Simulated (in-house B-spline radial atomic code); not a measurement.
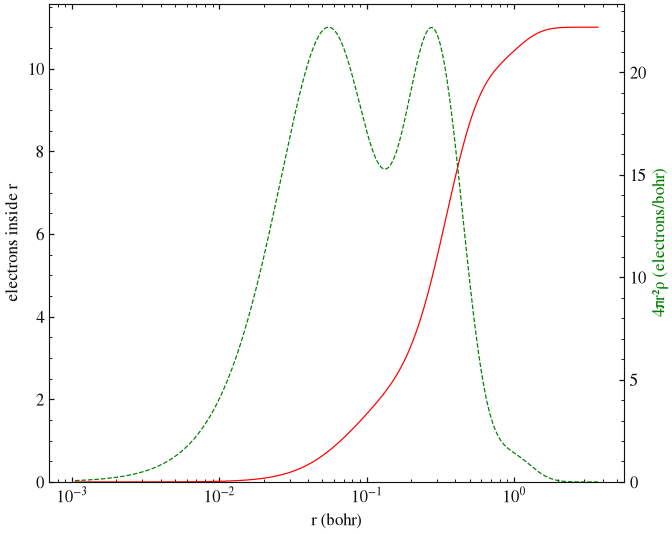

The potassium ion K⁸⁺; electrons: [Ne] 3s1. All numbers are computed, not measured: Dirac-Coulomb B97-1, spherical density, exact exchange averaged over the configuration, Fermi nucleus, basis-set limit (an in-house B-spline radial code).

The plot shows the number of electrons inside radius r (solid) and the radial density 4πr²ρ (dashed).

Q: What does the plot show?

Answer: The count levels off at 11 electrons. Half of them lie within 0.303 bohr, 90 % within 0.723 bohr and 99 % within 1.52 bohr. The radial density has a minimum at 0.13 bohr, where the count stands at 2.2; this parts the shells that the density resolves.
